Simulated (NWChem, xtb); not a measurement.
How methods differ on CH4BrClGe (SMILES Cl[CH]([GeH3])Br)

The species is CH4BrClGe (8 atoms), meant as a singlet with charge 0. As SMILES, `Cl[CH]([GeH3])Br`. The coordinates come from a PBE0-D4/def2-TZVP relaxation.

```xyz
8

Cl   -2.0514    0.9369    0.0611
C    -0.4892    0.5044   -0.6419
Ge    0.6419   -0.4128    0.6974
Br   -0.6943   -0.6278   -2.2072
H    -0.0387    1.4221   -1.0105
H     0.8109    0.5336    1.8949
H     1.9981   -0.7165    0.0474
H    -0.0850   -1.6969    1.1030
```

Quantity: the dipole moment, in D. The values are calculated.

```json
{"level": "GFN2-xTB", "kind": "semi-empirical", "program": "xtb", "value (D)": "3.31", "CPU time": "under 2 s"}
{"level": "GFN0-xTB", "kind": "semi-empirical", "program": "xtb", "value (D)": "1.63", "CPU time": "under 2 s"}
{"level": "GFN1-xTB", "kind": "semi-empirical", "program": "xtb", "value (D)": "1.59", "CPU time": "under 2 s"}
{"level": "HF/STO-3G", "kind": "Hartree–Fock", "program": "NWChem", "value (D)": "2.69", "CPU time": "8.1 s"}
{"level": "HF/3-21G", "kind": "Hartree–Fock", "program": "NWChem", "value (D)": "2.33", "CPU time": "8.3 s"}
{"level": "PBE/6-31G** (spherical functions)", "kind": "GGA", "program": "NWChem", "value (D)": "1.73", "CPU time": "2 min"}
{"level": "B3LYP/6-31G* (spherical functions)", "kind": "global hybrid", "program": "NWChem", "value (D)": "1.84", "CPU time": "43 s"}
{"level": "B3LYP/6-31G* (Cartesian functions)", "kind": "global hybrid", "program": "NWChem", "value (D)": "1.83", "CPU time": "44 s"}
```

All-electron rows without a relativistic Hamiltonian named are non-relativistic. The values span 1.59 to 3.31 D. Magnitudes only. Sets without polarisation functions give poor dipoles. CPU times are rough (shared hosts, several kinds of processor and program).

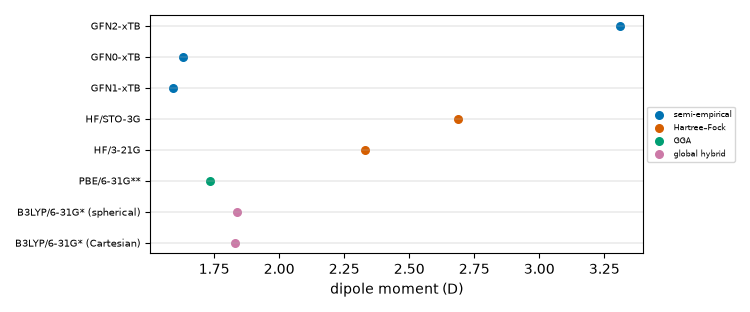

The values of the table, level by level.
